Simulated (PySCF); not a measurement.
```
atom    x (Å)    y (Å)    z (Å)
  Ge   0.8332  -0.0990  -1.9682
   O   0.7245  -0.0266  -0.1906
   C  -0.5367   0.0421   0.4257
   C  -0.3542   0.0537   1.9260
   H  -1.0836   0.9541   0.1078
   H  -1.1701  -0.8208   0.1321
   H  -1.3265   0.1029   2.4396
   H   0.1706  -0.8560   2.2535
   H   0.2480   0.9225   2.2309
   H   2.3340  -0.1766  -2.2678
   H   0.1942   1.1719  -2.5679
   H   0.0821  -1.3508  -2.4700
```

Geometry: PBE0-D3(BJ)/def2-SVP.

All numbers below come from CAM-B3LYP/def2-SVPD, SCF density, gas phase (PySCF 2.14.0).

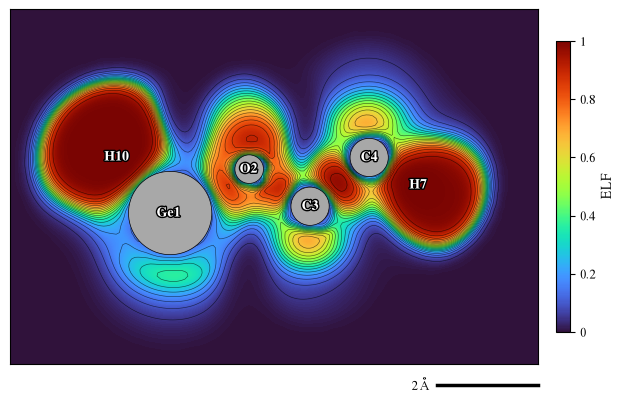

C2H8GeO (Ge(OEt)H3). ELF on the plane of atoms O2, Ge1 and H10. Grey discs cover the atomic cores.

### Read the bonding off the picture.

The plane passes through Ge, O, C and H nuclei.
C–O (1.41 Å): the ELF peaks at about 0.90 between the atoms, as expected for a polar covalent bond.
C–C (1.51 Å): the ELF peaks at about 0.95 between the atoms; a covalent bond.
Ge–O (1.78 Å): the ELF peaks at about 0.85 in the valence shell of O, 0.5 Å from its nucleus, and is about 0.30 at the midpoint.
C–H (1.10 Å): the ELF climbs to about 1 towards the hydrogen, as it does in any bond to H (an ordinary covalent bond to hydrogen).
Ge–H (1.53 Å): the ELF climbs to about 1 towards the hydrogen.
The ELF also peaks beside O2, away from the bonds: lone-pair regions.
